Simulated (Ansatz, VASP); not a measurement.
# FePt (Tetraferroplatinum): VASP beside Ansatz

Aim: how closely do two programs agree when they are given the same cell, functional and k mesh? Of the first pair: The cell is taken from a series of VASP runs on this material, whose earlier steps may have relaxed, scaled or displaced it; both programs get it as it stands. Valence electrons are named where the data sets of a main pair hold unlike numbers.

Main program and level: Ansatz 0.2.0; plane waves, with VASP 6.6.1 beside it; single point at PBEsol.

### 1. The starting structure

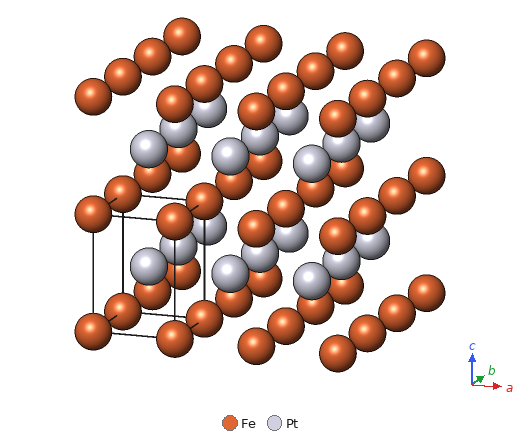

The starting structure, seen slightly off an axis (iron orange, platinum light grey). 3×3×2 cells are drawn. Some periodic images of atoms are drawn too.

### 2. VASP: single point, PBEsol

A single point gives forces, pressure and levels at one fixed geometry, so differences don't come from the geometry; what else differs is listed under the comparison.

Lines of VASP's logs that name or quote its potential files are left out, and so is its time.

The input, INCAR:

```
SYSTEM = FePt
PREC = Accurate
ENCUT = 400
EDIFF = 1E-06
NELM = 100
ISMEAR = 1
SIGMA = 0.2
LREAL = .FALSE.
ALGO = Normal
GGA = PS
NBANDS = 18
ISPIN = 2
MAGMOM = 2.94 0.36
LASPH = .TRUE.
LMAXMIX = 4
LORBIT = 11
LWAVE = .FALSE.
LCHARG = .TRUE.
ISIF = 2
LELF = .TRUE.
LVHAR = .TRUE.
```

The input, POSCAR:

```
FePt
1.0
    2.6747337513      0.0000000000      0.0000000000
    0.0000000000      2.6747337513      0.0000000000
    0.0000000000      0.0000000000      3.7373276140
Fe Pt
1 1
Direct
    0.0000000000      0.0000000000      0.0000000000
    0.5000000000      0.5000000000      0.5000000000
```

The input, KPOINTS:

```
Automatic mesh
0
Gamma
7 7 5
0 0 0
```

Potentials, in the order of the species: Fe and Pt (PBE family, release 64).

Command:

```bash
> mpirun -np 4 vasp_std
```

Numbers of over 12 decimals in the logs are rounded to 6 here.

Output:

```text
[banner, memory and clock lines left out]
running    4 mpi-ranks, on    1 nodes
 distrk:  each k-point on    4 cores,    1 groups
 distr:  one band on    1 cores,    4 groups

 POSCAR found type information on POSCAR FePt
 POSCAR found :  2 types and       2 ions
|                                                                             |
|               ----> ADVICE to this user running VASP <----                  |
|                                                                             |
|     You enforced a specific xc type in the INCAR file but a different       |
|     [... a line on the potential file left out ...]
|     I HOPE YOU KNOW WHAT YOU ARE DOING!                                     |
|                                                                             |

 LDA part: xc-table for (Slater+PW92), standard interpolation
|                                                                             |
|           W    W    AA    RRRRR   N    N  II  N    N   GGGG   !!!           |
|           W    W   A  A   R    R  NN   N  II  NN   N  G    G  !!!           |
|           W    W  A    A  R    R  N N  N  II  N N  N  G       !!!           |
|           W WW W  AAAAAA  RRRRR   N  N N  II  N  N N  G  GGG   !            |
|           WW  WW  A    A  R   R   N   NN  II  N   NN  G    G                |
|           W    W  A    A  R    R  N    N  II  N    N   GGGG   !!!           |
|                                                                             |
|     The number of bands has been changed from the values supplied in        |
|     The orbitals not found in the WAVECAR file will be initialized with     |
|     random numbers, which is usually adequate. For correlated               |
|     calculations, however, you should redo the groundstate calculation.     |
|     I found NBANDS = 18. Now, NBANDS = 20.                                  |
|                                                                             |

 POSCAR, INCAR and KPOINTS ok, starting setup
 FFT: planning ... GRIDC
 FFT: planning ... GRID_SOFT
 FFT: planning ... GRID
 WAVECAR not read
 entering main loop
       N       E                     dE             d eps       ncg     rms          rms(c)
DAV:   1     0.730007399146E+02    0.73001E+02   -0.72038E+03  2656   0.818E+02
DAV:   2    -0.152411635786E+02   -0.88242E+02   -0.78396E+02  2492   0.189E+02
DAV:   3    -0.178929085151E+02   -0.26517E+01   -0.26042E+01  2780   0.386E+01
DAV:   4    -0.179237814022E+02   -0.30873E-01   -0.30854E-01  2720   0.353E+00
DAV:   5    -0.179245815678E+02   -0.80017E-03   -0.80014E-03  2920   0.640E-01    0.182E+01
DAV:   6    -0.191641624955E+02   -0.12396E+01   -0.10380E+01  2704   0.633E+01    0.239E+01
DAV:   7    -0.164278202033E+02    0.27363E+01   -0.85910E+00  3116   0.629E+01    0.902E+00
DAV:   8    -0.163304078723E+02    0.97412E-01   -0.40643E-01  3092   0.785E+00    0.437E+00
DAV:   9    -0.162814835736E+02    0.48924E-01   -0.10351E-01  3320   0.541E+00    0.176E+00
DAV:  10    -0.162726532643E+02    0.88303E-02   -0.16726E-02  3656   0.200E+00    0.788E-01
DAV:  11    -0.162717840821E+02    0.86918E-03   -0.17361E-03  3400   0.503E-01    0.316E-01
DAV:  12    -0.162717477921E+02    0.36290E-04   -0.45416E-04  2916   0.267E-01    0.749E-02
DAV:  13    -0.162717640652E+02   -0.16273E-04   -0.33371E-05  3224   0.653E-02    0.310E-02
DAV:  14    -0.162717590978E+02    0.49674E-05   -0.46554E-06  2864   0.328E-02    0.116E-02
DAV:  15    -0.162717587397E+02    0.35807E-06   -0.99810E-07  1452   0.186E-02
   1 F= -.16271759E+02 E0= -.16272822E+02  d E =0.319045E-02  mag=     3.0944
```

Parts of OUTCAR (step 2):

```text
ion  position               nearest neighbor table
   1  0.000  0.000  0.000-   2 2.66   2 2.66   2 2.66   2 2.66   2 2.66   2 2.66   2 2.66   2 2.66

  LATTYP: Found a simple tetragonal cell.
 ALAT       =     2.6747337513
 C/A-ratio  =     1.3972708918

 Subroutine GETGRP returns: Found 16 space group operations
 (whereof 16 operations were pure point group operations)

The static configuration has the point symmetry D_4h.

 Found     30 irreducible k-points:

   k-points           NKPTS =     30   k-points in BZ     NKDIM =     30   number of bands    NBANDS=     20

   dimension x,y,z NGX =    18 NGY =   18 NGZ =   24
   dimension x,y,z NGXF=    36 NGYF=   36 NGZF=   48

   ENCUT  =  400.0 eV  29.40 Ry    5.42 a.u.   4.36  4.36  6.09*2*pi/ulx,y,z

   NELECT =      18.0000    total number of electrons

 k-points in reciprocal lattice and weights: Automatic mesh
   0.00000000  0.00000000  0.00000000       0.004
   0.14285714  0.00000000  0.00000000       0.016
   0.28571429  0.00000000  0.00000000       0.016
   0.42857143  0.00000000  0.00000000       0.016
   0.14285714  0.14285714  0.00000000       0.016
   0.28571429  0.14285714  0.00000000       0.033
   0.42857143  0.14285714  0.00000000       0.033
   0.28571429  0.28571429  0.00000000       0.016
   0.42857143  0.28571429  0.00000000       0.033
[...]
0.42857143  0.28571429  0.40000000       0.065
   0.42857143  0.42857143  0.40000000       0.033

 average (electrostatic) potential at core
       1 -40.2817       2 -65.1048

 E-fermi :   8.9631

 spin component 1
 k-point     1 :       0.0000    0.0000    0.0000
  band No.  band energies     occupation
    ...
      7       7.0465      1.00000
      8       7.0972      1.00000
      9       8.5519      1.00664
     10       8.7007      1.03442
     11       8.7007      1.03442
     12      10.8955     -0.00000
     13      18.6887      0.00000
     14      21.0989      0.00000
     15      21.0989      0.00000
     16      26.1875      0.00000
    ...

 k-point     2 :       0.1429    0.0000    0.0000
  band No.  band energies     occupation
    ...
      7       6.9049      1.00000
      8       7.1272      1.00000
      9       7.3499      1.00000
     10       8.0776      1.00000
     11       8.5586      1.00743
     12      12.7851     -0.00000
     13      17.9896      0.00000
     14      19.2380      0.00000
     15      22.0957      0.00000
     16      26.6394      0.00000
    ...

 k-point     3 :       0.2857    0.0000    0.0000
  band No.  band energies     occupation
    ...
      7       6.1454      1.00000
      8       6.5805      1.00000
      9       7.1876      1.00000
     10       7.6386      1.00000
     11       8.1522      1.00000
     12      14.6433      0.00000
     13      15.7304      0.00000
     14      18.8420      0.00000
     15      24.2806      0.00000
     16      24.5656      0.00000
    ...

 k-point     4 :       0.4286    0.0000    0.0000
  band No.  band energies     occupation
    ...
      7       6.2638      1.00000
      8       6.6501      1.00000
      9       6.7609      1.00000
     10       7.5654      1.00000
     11       8.9536      0.53992
     12      11.8623     -0.00000
     13      18.7291      0.00000
     14      19.1849      0.00000
     15      22.0059      0.00000
     16      23.2442      0.00000
    ...

 k-point     5 :       0.1429    0.1429    0.0000
  band No.  band energies     occupation
    ...
      7       6.5666      1.00000
      8       6.5936      1.00000
      9       7.2442      1.00000
     10       7.6505      1.00000
     11       8.6573      1.02634
     12      13.9222      0.00000
     13      18.1411      0.00000
     14      19.1389      0.00000
     15      20.1149      0.00000
     16      27.2241      0.00000
    ...

 k-point     6 :       0.2857    0.1429    0.0000
  band No.  band energies     occupation
    ...
      7       6.5417      1.00000
      8       6.8171      1.00000
      9       7.0024      1.00000
     10       7.6369      1.00000
     11       8.4280      1.00051
     12      15.2412      0.00000
     13      16.3890      0.00000
     14      18.7379      0.00000
     15      21.3481      0.00000
     16      25.6589      0.00000
    ...

  Total       -0.0126598     -0.0126598      0.0097452      0.0000000      0.0000000      0.0000000
  in kB       -0.7586043     -0.7586043      0.5839522      0.0000000      0.0000000      0.0000000
  external PRESSURE =      -0.3110854 kB  Pullay stress =       0.0000000 kB

  energy-cutoff  :      400.00
  volume of cell :       26.74
      direct lattice vectors                 reciprocal lattice vectors
     2.674733751  0.000000000  0.000000000     0.373868988  0.000000000  0.000000000
     0.000000000  2.674733751  0.000000000     0.000000000  0.373868988  0.000000000
     0.000000000  0.000000000  3.737327614     0.000000000  0.000000000  0.267570870

 POSITION                                       TOTAL-FORCE (eV/Angst)
 -----------------------------------------------------------------------------------
      0.00000      0.00000      0.00000         0.000000      0.000000      0.000000
      1.33737      1.33737      1.86866         0.000000      0.000000      0.000000
 -----------------------------------------------------------------------------------
    total drift:                                0.000000     -0.000000     -0.000000

  FREE ENERGIE OF THE ION-ELECTRON SYSTEM (eV)
  ---------------------------------------------------
  free  energy   TOTEN  =       -16.2717587397 eV

  energy  without entropy=      -16.2749491895  energy(sigma->0) =      -16.27282222

 total charge
# of ion       s       p       d       tot
------------------------------------------
    1        0.421   0.477   6.161   7.059
    2        0.726   0.707   8.063   9.495
--------------------------------------------------
tot          1.147   1.183  14.224  16.554

 magnetization (x)
# of ion       s       p       d       tot
------------------------------------------
    1        0.001  -0.009   2.815   2.807
    2       -0.026  -0.074   0.357   0.257
--------------------------------------------------
tot         -0.025  -0.083   3.172   3.064

[... 6 further parts left out ...]
```

The cell holds one magnetic atom, so no antiferromagnetic order fits into it. With spin, VASP writes an ELF for each channel.

### 3. Ansatz: single point, PBEsol

Ansatz runs on its default PAW (the set named soft_2) files.

The same cell, functional, mesh and smearing now go to Ansatz, which takes its cutoff from its data sets.

The input, input.yaml:

```yaml
crystal:
  lattice:
    - [2.6747337513, 0.0, 0.0]
    - [0.0, 2.6747337513, 0.0]
    - [0.0, 0.0, 3.737327614]
  atoms:
    - { symbol: Fe, position: [0.0, 0.0, 0.0], spin: 2.94 }
    - { symbol: Pt, position: [0.5, 0.5, 0.5], spin: 0.36 }
hamiltonian:
  xc: pbesol
  pseudopotentials: { kind: paw }
magnetization:
  spin_polarized: true
kpoints:
  mp_grid: { grid: [7, 7, 5] }
scf:
  occupations: { method: methfessel_paxton, width: 0.2 }
  n_extra_bands: 7
output:
  forces: true
  stress: true
  eigenvalues: true
```

Command:

```bash
> ansatz run input.yaml --threads 2 --pin off --max-ram 4608MiB --backend cpu --events-out ev --progress --plain --runs-dir out
```

Output:

```text
scf.n_extra_bands = 7 over 17 filled bands (N_el = 34.0): the run solves 24 bands
Engine: ansatz 0.2.0, aarch64-unknown-linux-gnu
Pseudopotentials: kind: paw
Pseudopotential: Fe, paw, valence charge 16, recommended cutoff 420 eV (normal), Fe.paw.azcp
Pseudopotential: Pt, paw, valence charge 18, recommended cutoff 420 eV (normal), Pt.paw.azcp
Functional definition: PBEsol
  exchange = pbesol_x
  correlation = pbesol_c
Crystal: 2 atoms, lattice volume = 26.738 Å³
Basis set: ecut = 420 eV, 513 PW (Γ), exchange–correlation on 36×36×50 points (8 copies of the dense FFT grid, shifted against one another)
Bands: 24, of which v1, the nominal top of the filled ones, is band 17 counted from 1 (16 counted from 0)
Symmetry: 16 space group operations
Space group: P4/mmm (ITA 123), of the structure as read, at distance tolerance 3.0e-5 Å
Magnetic group: BNS 123.339 (UNI 999), of the structure as read, at distance tolerance 3.0e-5 Å
k-points: 30 of 245
Non-local potential: Fe, projectors of the file, l = 0: 3, l = 1: 2, l = 2: 3, l = 3: 1
Non-local potential: Pt, projectors of the file, l = 0: 3, l = 1: 2, l = 2: 2, l = 3: 1
PAW form: soft (Blöchl's): semilocal exchange-correlation on the pseudo side does not see the compensation charge
PAW frozen core: Fe, regenerated for the run's functional, and the local potential with it (the file was generated under x = pbe(κ = 0.804, μ = 0.219515), c = pbe(β = 0.066725))
PAW frozen core: Pt, regenerated for the run's functional, and the local potential with it (the file was generated under x = pbe(κ = 0.804, μ = 0.219515), c = pbe(β = 0.066725))
PAW one-centre angular grid: Fe, 590 points (default); XC on 64 Gauss nodes
PAW one-centre angular grid: Pt, 590 points (default); XC on 64 Gauss nodes
Initial density: superposition of atomic densities (chi_scale 0.1, normalization cell)
Starting moments: Σ|m| = 3.3 μB on 2 of 2 sites
Initial wavefunctions: pseudopotential atomic-orbital guess
Functional: x = pbesol(κ = 0.804, μ = 0.123457), c = pbesol(β = 0.046)
SCF iter   1: F=—  HF=-16833.092513 eV  |F-HF|=—  |Δ(HF+E_count)|=         —  Δρ=6.10e-2 (↑4.07e-2 ↓6.10e-2)  dr2=2.64e0  dr2_m=8.88e-2  M=3.089 μB ∫|m|=3.148 μB  β_m=0.30  ethr=3.10e-3  ⟨swp⟩=4.5  Hψ=5297  notcnv=0
Mixer restart at iter 1: flushing history
preconditioner: auto → none  [metal: Δε(μ)=0.012 eV  Ē_g=10.967 eV  σ=0.200 eV  W_gap=0.03  n_scr=6 (ndim 8)  ℏωp=30.5 eV  f_vac=0.000  D(μ)=1.66/eV (n_scr^D=18)  sad-step TF]
SCF iter   2: F=—  HF=-16832.899781 eV  |F-HF|=—  |Δ(HF+E_count)|=   1.93e-1  Δρ=4.17e-2 (↑3.10e-2 ↓4.17e-2)  dr2=1.47e0  dr2_m=7.42e-2  M=3.116 μB ∫|m|=3.197 μB  β_m=0.60  ethr=3.10e-3  ⟨swp⟩=2.0  Hψ=2219  notcnv=0  defer=86
SCF iter   3: F=—  HF=-16833.487429 eV  |F-HF|=—  |Δ(HF+E_count)|=   5.88e-1  Δρ=5.43e-2 (↑5.09e-2 ↓5.43e-2)  dr2=3.03e0  dr2_m=9.49e-3  M=3.268 μB ∫|m|=3.383 μB  β_m=0.42  ethr=3.10e-3  ⟨swp⟩=3.1  Hψ=2973  notcnv=0  defer=90
SCF iter   4: F=—  HF=-16833.037810 eV  |F-HF|=—  |Δ(HF+E_count)|=   4.50e-1  Δρ=7.13e-3 (↑7.13e-3 ↓5.35e-3)  dr2=1.26e-2  dr2_m=4.64e-3  M=3.140 μB ∫|m|=3.277 μB  β_m=0.56  ethr=3.10e-3  ⟨swp⟩=2.5  Hψ=2719  notcnv=0  defer=93
SCF iter   5: F=—  HF=-16833.058291 eV  |F-HF|=—  |Δ(HF+E_count)|=   2.05e-2  Δρ=3.67e-3 (↑3.67e-3 ↓9.61e-4)  dr2=2.46e-3  dr2_m=9.33e-4  M=3.136 μB ∫|m|=3.287 μB  β_m=0.57  ethr=3.72e-5  ⟨swp⟩=2.6  Hψ=2913  notcnv=0  defer=90
SCF iter   6: F=—  HF=-16833.060998 eV  |F-HF|=—  |Δ(HF+E_count)|=   2.71e-3  Δρ=1.43e-3 (↑1.43e-3 ↓5.77e-4)  dr2=5.39e-4  dr2_m=1.41e-4  M=3.131 μB ∫|m|=3.286 μB  β_m=0.78  ethr=7.23e-6  ⟨swp⟩=2.5  Hψ=2143  notcnv=0  defer=90
SCF iter   7: F=—  HF=-16833.061636 eV  |F-HF|=—  |Δ(HF+E_count)|=   6.38e-4  Δρ=3.99e-4 (↑3.27e-4 ↓3.99e-4)  dr2=1.11e-4  dr2_m=3.51e-6  M=3.128 μB ∫|m|=3.286 μB  β_m=0.78  ethr=1.59e-6  ⟨swp⟩=2.2  Hψ=1816  notcnv=0  defer=90
SCF iter   8: F=—  HF=-16833.048240 eV  |F-HF|=—  |Δ(HF+E_count)|=         —  Δρ=2.05e-3 (↑1.38e-3 ↓2.05e-3)  dr2=1.68e-3  dr2_m=4.55e-4  M=3.100 μB ∫|m|=3.266 μB  β_m=0.78  ethr=3.26e-7  ⟨swp⟩=2.0  Hψ=1714  notcnv=0  defer=90
Mixer restart at iter 8: flushing history
iteration 8: the input's own smearing fills from here on; a Gaussian of 0.2 eV has filled iterations ahead of it
SCF iter   9: F=—  HF=-16833.054625 eV  |F-HF|=—  |Δ(HF+E_count)|=   6.39e-3  S|Δr|=    0.00e0  Δρ=8.47e-3 (↑5.56e-3 ↓8.47e-3)  dr2=6.52e-2  dr2_m=8.34e-4  M=3.135 μB ∫|m|=3.296 μB  β_m=0.24  ethr=3.26e-7  ⟨swp⟩=3.0  Hψ=2774  notcnv=0  defer=90  recentre
SCF iter  10: F=—  HF=-16833.048259 eV  |F-HF|=—  |Δ(HF+E_count)|=   6.37e-3  S|Δr|=    0.00e0  Δρ=1.70e-3 (↑1.07e-3 ↓1.70e-3)  dr2=1.15e-3  dr2_m=2.83e-4  M=3.099 μB ∫|m|=3.266 μB  β_m=0.17  ethr=3.26e-7  ⟨swp⟩=2.6  Hψ=2856  notcnv=0  defer=90
SCF iter  11: F=—  HF=-16833.048205 eV  |F-HF|=—  |Δ(HF+E_count)|=   5.41e-5  S|Δr|=    0.00e0  Δρ=7.40e-4 (↑7.40e-4 ↓6.63e-4)  dr2=2.04e-5  dr2_m=1.07e-4  M=3.101 μB ∫|m|=3.267 μB  β_m=0.20  ethr=3.26e-7  ⟨swp⟩=2.2  Hψ=2119  notcnv=0  defer=90
SCF iter  12: F=—  HF=-16833.048257 eV  |F-HF|=—  |Δ(HF+E_count)|=   5.19e-5  S|Δr|=    0.00e0  Δρ=2.34e-4 (↑2.05e-4 ↓2.34e-4)  dr2=3.29e-6  dr2_m=1.13e-5  M=3.099 μB ∫|m|=3.265 μB  β_m=0.34  ethr=5.99e-8  ⟨swp⟩=2.0  Hψ=2178  notcnv=0  defer=90
SCF iter  13: F=—  HF=-16833.048256 eV  |F-HF|=—  |Δ(HF+E_count)|=   4.90e-7  S|Δr|=    0.00e0  Δρ=9.37e-5 (↑9.37e-5 ↓6.36e-5)  dr2=2.98e-6  dr2_m=5.75e-7  M=3.097 μB ∫|m|=3.264 μB  β_m=0.62  ethr=9.67e-9  ⟨swp⟩=2.1  Hψ=2249  notcnv=0  defer=90
SCF iter  14: F=—  HF=-16833.048256 eV  |F-HF|=—  |Δ(HF+E_count)|=   5.83e-8  S|Δr|=    0.00e0  Δρ=5.77e-5 (↑1.28e-5 ↓5.77e-5)  dr2=7.82e-7  dr2_m=2.57e-7  M=3.097 μB ∫|m|=3.264 μB  β_m=0.74  ethr=8.77e-9  ⟨swp⟩=1.8  Hψ=1754  notcnv=0  defer=90
SCF iter  15: F=—  HF=-16833.048256 eV  |F-HF|=—  |Δ(HF+E_count)|=   4.29e-9  S|Δr|=    0.00e0  Δρ=2.24e-5 (↑1.11e-5 ↓2.24e-5)  dr2=2.37e-7  dr2_m=3.49e-8  M=3.097 μB ∫|m|=3.264 μB  β_m=0.68  ethr=2.30e-9  ⟨swp⟩=1.8  Hψ=1633  notcnv=0  defer=90
SCF iter  16: F=-16833.048256 eV  HF=-16833.048256 eV  |F-HF|=1.64e-8  |Δ(HF+E_count)|=   2.80e-8  S|Δr|=    0.00e0  Δρ=6.06e-6 (↑3.49e-6 ↓6.06e-6)  dr2=1.80e-8  dr2_m=2.87e-9  M=3.097 μB ∫|m|=3.264 μB  ethr=2.94e-10  ⟨swp⟩=7.7  Hψ=4903  notcnv=0
SCF 1 converged in 16 iterations: F = -16833.048256 eV  dr2 = 1.80e-8
  greatest PAW one-centre occupation: 1.003 electrons in one spin orbital (limit 2), on the Fe atom at site 0 (counted from 0), in its partial waves of l = 1
this state was not tested for a lower state beside it, because cold or Methfessel-Paxton smearing, or corrected tetrahedra, fill the levels in a way that the test cannot read (fill_not_monotonic; see scf.lower_state_search)
SCF converged after 16 iterations
Magnetization: 3.0971 μB (18.5485 up, 15.4515 down)
Absolute magnetization: 3.2645 μB (∫|ρ↑−ρ↓|, with the PAW one-centre terms)
Spin contamination: 0.0950 ħ² per cell (⟨S²⟩ above its minimum at these occupations)
Per-site moments (μB) at R_I (Å): [(2.837983, 1.096739), (0.320139, 1.096739)]
Free energy (F): -16833.048256 eV
Harris-Foulkes:  -16833.048256 eV  (|F-HF|=1.64e-8)
Internal energy: -16833.051274 eV  (E = F + TS)
E sigma→0 (E₀):  -16833.049010 eV
Entropy (-TS):   0.003018 eV (1.509 meV/atom)
Fermi energy:    21.196640 eV
--- Per-component energies (eV) ---
  E_band       = -346.431051
  E_kinetic    = 986.609959
  E_local      = -3570.961803  (includes V_loc(G=0)·N_el)
  E_nonlocal   = 425.707259
  E_hartree    = 1428.485781
  E_xc         = -377.439485
  E_vxc        = -453.797942  (∫ρ·V_xc dr)
  E_paw        = -10652.860989  (= ΣΔE_a)
  E_vpaw       = -590.958992  (= ΣTr[D̂ρ^β])
  E_aug_tail   = 0.001012  (compensation charges beyond the density's cutoff)
  E_ewald      = -5073.059190
  E_core_change = 0.466183  (= ΣΔE_core)
  E_smearing   = 0.003018  (= −TS)
  E_closure    = -0.000000  (closes the sum)
  Σ components = -16833.048256   (vs F -16833.048256, Δ=0.00e0)
--- Forces (eV/Å), atoms counted from 1 ---
  atom   1  Fe    -0.00000000     0.00000000     0.00000000
  atom   2  Pt     0.00000000    -0.00000000    -0.00000000
  max |Σ_I F_I| component: 1.25e-28 eV/Å
--- Stress (GPa, compression-positive) ---
        0.344813      -0.000000      -0.000000
       -0.000000       0.344813      -0.000000
       -0.000000      -0.000000       0.554787
  P = ⅓ Tr σ = 0.4148 GPa (4.148 kbar)
--- Band table (eV; the first three rows and the last of 60) ---
  k-point 0 ↑: bands = [... 13 lower, 18.2501, 19.2818, 19.3351, 20.7826, 20.9420, 20.9420, 23.0887, 30.8897, ... 3 higher]
  k-point 1 ↑: bands = [... 13 lower, 18.0498, 19.0897, 19.3654, 20.4898, 20.4898, 20.6834, 21.1890, 33.3047, ... 3 higher]
  k-point 2 ↑: bands = [... 13 lower, 18.5934, 18.5934, 18.8085, 19.5228, 19.5228, 19.5358, 20.4880, 36.3967, ... 3 higher]
  k-point 29 ↓: bands = [... 13 lower, 19.7062, 20.3873, 21.9779, 22.0285, 22.9460, 26.5123, 28.5895, 28.7111, ... 3 higher]
```

It took 3 s on 2 threads of Arm Neoverse V1, shared host; peak memory 0.32 GiB; 5.5 s of CPU time.

The run ends at a pressure of 0.41 GPa.

(Continued in part 2 of 2.)

[Lines on the potential files, build, host, timing and source positions are cut from VASP's logs without a mark.]

[Logs are printed without paths, hosts, clocks, repeated set-up lines and the standing remarks that a program may print on its own settings, such as how far it seeks lower states.]

[Hosts, paths, dates, database ids (printed as entryN), source tags and the programs' standing remarks are cut or masked in the printed files.]
